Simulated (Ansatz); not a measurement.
Ligand exchange: C2H4 + InH2(SH) → C2H4S + InH3

Species: C2H4 (ethylene) `C=C`, singlet; InH2(SH), singlet; C2H4S `C=CS`, singlet; InH3 `[InH3]`, singlet. The partners trade H for SH: C–H and In–SH bonds give way to C–SH and In–H.

Shapes, held fixed at every level: PBE0-D4/def2-TZVP. Flexible molecules stand in one conformer, not always the lowest. Programs: Ansatz 0.2.0. Electronic energies: no zero-point or thermal term.

| level | kind | ΔE (kJ/mol) | less CCSD(T)/def2-TZVPP |
| --- | --- | --- | --- |
| HF/def2-TZVPP | Hartree–Fock | +152.9 | +7.5 |
| PBE-D4/def2-TZVPP | GGA | +134.5 | -10.9 |
| wB97M-V/def2-TZVPP | range-separated hybrid | +141.0 | -4.4 |
| wB97X-V/def2-TZVPP | range-separated hybrid | +139.2 | -6.2 |
| B2PLYP/def2-TZVPP | double hybrid | +145.6 | +0.2 |
| MP2/def2-TZVPP | perturbation theory | +148.0 | +2.6 |
| CCSD/def2-TZVPP | coupled cluster or CI | +146.6 | +1.2 |
| CCSD(T)/def2-TZVPP | coupled cluster or CI | +145.4 | 0.0 |

The highest level, CCSD(T)/def2-TZVPP, gives ΔE = +145.4 kJ/mol; the levels span +134.5 to +152.9. The column of differences is taken from that level and isn't an error. No measured value is set beside it here. For atoms past krypton def2 sets carry core potentials with scalar relativity. Outer-core shells of In are correlated in most correlated rows, in sets that cover them unevenly.

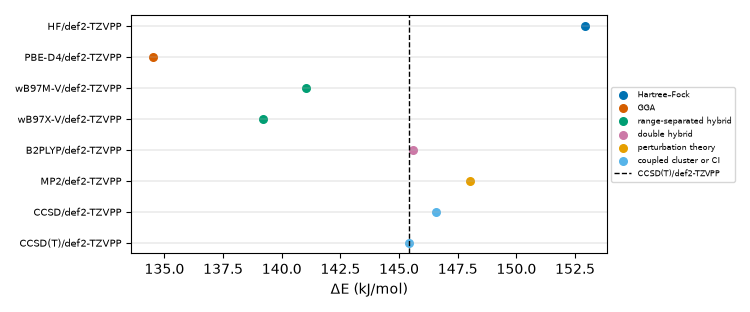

The values of the table, level by level.
